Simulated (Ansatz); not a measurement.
Input

```
crystal:
  periodic: [false, false, false]
  atoms:
    - {symbol: Ge, position_ang: [0.309386, 1.407288, -0.691590]}
    - {symbol: S, position_ang: [-1.463382, 0.049353, -0.983063]}
    - {symbol: S, position_ang: [1.556814, 0.269479, 0.798686]}
    - {symbol: H, position_ang: [-1.147390, -0.969659, -0.153535]}
    - {symbol: H, position_ang: [0.794372, -0.830162, 0.988002]}
basis:
  gaussian: {orbitals: def2-TZVPD}
total_charge: 0
hamiltonian: {xc: {name: PBE0}}
output: {forces: true, orbitals: {seedname: orbitals}}
```

Command:

```sh
ansatz run input.yaml --threads 2 --pin off --max-ram 5220MiB --events-out events.jsonl --progress --plain --runs-dir runs
```

Geometry: PBE0-D4/def2-SVP.

These are results of isolated molecule in a Gaussian basis; Kohn-Sham density functional theory, functional PBE0 in Ansatz, not measurements.

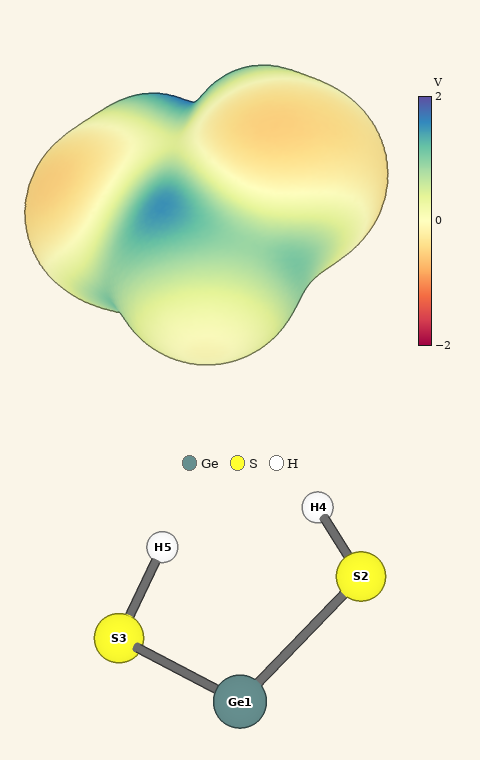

GeH2S2 (SMILES [SH][Ge][SH]). The electrostatic potential painted on the density surface at 0.002 e/bohr³, seen at a tilt; the colour scale runs from red (negative) to blue (positive). The bare structure is drawn below in the same view.

**Describe the electrostatic potential map.**

The most negative region (about −0.5 V) lies over S2 and S3, the most positive (about +1.8 V) over H4 and H5.

**How polar is the molecule by this calculation?**

Its dipole moment is 0.40 D.
